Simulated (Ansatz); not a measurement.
## What a change does: single-point calculation on BCl$_{3}$F

System: BCl$_{3}$F, charge −1.
Method of run 1: RKS PBE0-D4/def2-SVPD (Ansatz 0.2.0).

Text and figures count atoms from 1; the logs count them from 0 in places.

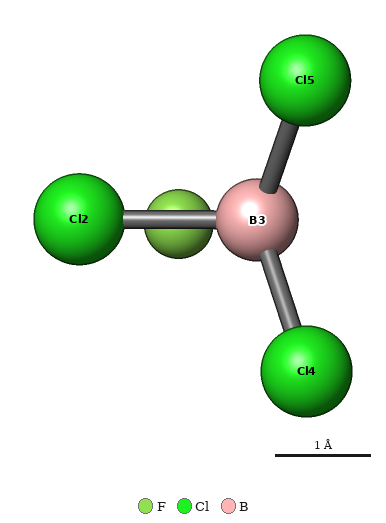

Figure 1. The structure (ball-and-stick view, seen at a tilt; atoms are numbered from 1 in the order of the input).

## The input, run 1
```yaml
crystal:
  periodic: [false, false, false]
  atoms:
    - { symbol: F, position_ang: [-1.234734, 1.056322, -1.092445] }
    - { symbol: Cl, position_ang: [-1.138414, 1.275404, 0.707268] }
    - { symbol: B, position_ang: [-0.010092, 0.005597, -0.105867] }
    - { symbol: Cl, position_ang: [-0.485905, -1.717449, 0.486932] }
    - { symbol: Cl, position_ang: [1.774491, 0.358799, 0.381175] }
total_charge: -1
basis:
  gaussian: { orbitals: def2-SVPD }
hamiltonian:
  xc: pbe0
  dispersion: d4
output:
  forces: true
```

Launched with:
```bash
ansatz run input.yaml --threads 1 --pin off --max-ram 2560MiB --backend cpu --events-out ev --progress --plain --runs-dir out
```

Hardware: 1 thread of Arm Neoverse V1, 24 GiB of memory available, shared host.

## Output (run 1)
```
Engine: ansatz 0.2.0, aarch64-unknown-linux-gnu
Functional definition: PBE0
  parameter a = 0.25
  parameter kappa = 0.804
  parameter beta = 0.06672455060314922
  exchange = (1 - a)*pbe_x(kappa = kappa, mu = beta*pi^2/3) + a*exact_x
  correlation = pbe_c(beta = beta)
1155 factors; integrals over basis functions are off by at most 8.0e-4 eV
mean field evaluation 1: about -40931.0603 eV, gradient 2.3e1 eV
mean field evaluation 2: about -40923.0993 eV, gradient 6.1e1 eV
mean field evaluation 4: about -40932.5210 eV, gradient 2.7e0 eV
mean field evaluation 8: about -40932.6468 eV, gradient 1.9e-1 eV
mean field evaluation 16: about -40932.6469 eV, gradient 8.3e-5 eV
mean field -40932.64693335 eV, -1504.2470296560 hartree, gradient 8.2e-5 eV, S^2 0.000000; 0 other end points of the search recorded, 0 dependent functions left out
the calculation of the forces begins
reference -40932.64696359 eV, -1504.2470307673 hartree; 33, 33 occupied and 91, 91 virtual orbitals, 1155 factors
Total energy: -40932.80275861 eV, -1504.2527561286 hartree
Atom 0 at    -1.234734     1.056322    -1.092445 Å, force     1.038956    -2.761721   -10.605397 eV/Å
Atom 1 at    -1.138414     1.275404     0.707268 Å, force     1.447702     0.393890    10.038288 eV/Å
Atom 2 at    -0.010092     0.005597    -0.105867 Å, force    -2.045492     1.957429     3.107590 eV/Å
Atom 3 at    -0.485905    -1.717449     0.486932 Å, force     0.317914     0.688380    -1.257844 eV/Å
Atom 4 at     1.774491     0.358799     0.381175 Å, force    -0.759079    -0.277978    -1.282638 eV/Å
Dipole moment:     0.432899    -0.422094     0.080037 e Å
```

The input of run 2 differs as follows (lines with − go, lines with + come):
```diff
-    - { symbol: F, position_ang: [-1.234734, 1.056322, -1.092445] }
+    - { symbol: F, position_ang: [-0.491553, 0.365445, -2.191623] }
```

What does this change do to the results?

With the same method and basis, run 2 lies 90.3 kcal/mol lower. The largest force goes from 11.008 to 3.230 eV/Å.

## Output (run 2)
```
Engine: ansatz 0.2.0, aarch64-unknown-linux-gnu
Functional definition: PBE0
  parameter a = 0.25
  parameter kappa = 0.804
  parameter beta = 0.06672455060314922
  exchange = (1 - a)*pbe_x(kappa = kappa, mu = beta*pi^2/3) + a*exact_x
  correlation = pbe_c(beta = beta)
1155 factors; integrals over basis functions are off by at most 8.5e-4 eV
mean field evaluation 1: about -40934.7061 eV, gradient 2.6e1 eV
mean field evaluation 2: about -40924.0568 eV, gradient 7.9e1 eV
mean field evaluation 4: about -40936.4708 eV, gradient 3.7e0 eV
mean field evaluation 8: about -40936.5623 eV, gradient 8.7e-2 eV
mean field evaluation 16: about -40936.5623 eV, gradient 5.4e-5 eV
mean field -40936.56231951 eV, -1504.3909174436 hartree, gradient 5.4e-5 eV, S^2 0.000000; 0 other end points of the search recorded, 0 dependent functions left out
the calculation of the forces begins
reference -40936.56235183 eV, -1504.3909186313 hartree; 33, 33 occupied and 91, 91 virtual orbitals, 1155 factors
Total energy: -40936.71660383 eV, -1504.3965872876 hartree
Atom 0 at    -0.491553     0.365445    -2.191623 Å, force     0.918098    -0.723616     3.011539 eV/Å
Atom 1 at    -1.138414     1.275404     0.707268 Å, force     0.592534    -0.674158    -0.858572 eV/Å
Atom 2 at    -0.010092     0.005597    -0.105867 Å, force    -0.726840     0.639669    -0.100585 eV/Å
Atom 3 at    -0.485905    -1.717449     0.486932 Å, force     0.249555     0.961848    -1.042018 eV/Å
Atom 4 at     1.774491     0.358799     0.381175 Å, force    -1.033346    -0.203743    -1.010364 eV/Å
Dipole moment:     0.210866    -0.159332     0.876332 e Å
```

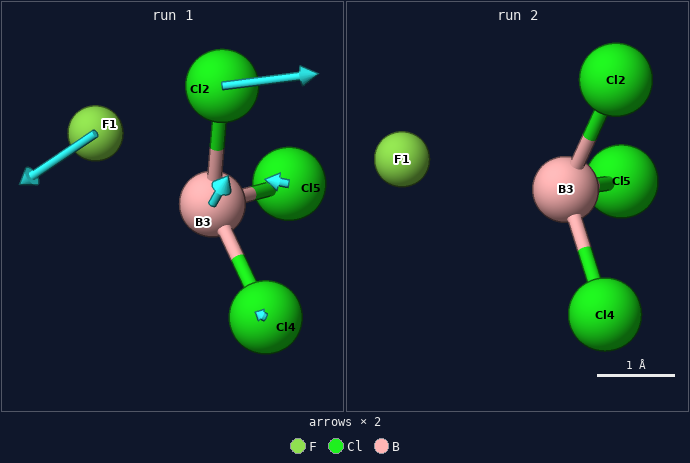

Figure 2. The two input geometries at one scale (ball-and-stick view, seen at a tilt). The teal arrows on the first give the shifts of the atoms after the best rigid fit, magnified 2 times. The atom that moves furthest after the best rigid fit is F1 (0.69 Å). By element the largest moves are F 0.69 Å, Cl 0.65 Å, B 0.28 Å.

## The two runs side by side

| quantity | run 1 | run 2 |
| --- | --- | --- |
| outcome | converged | converged |
| total energy (hartree) | −1504.252756 | −1504.396587 |
| largest force (eV/Å) | 11.008 | 3.230 |
| basis functions | 124 | 124 |
| wall time (shared host) | 6.8 s | 5.9 s |
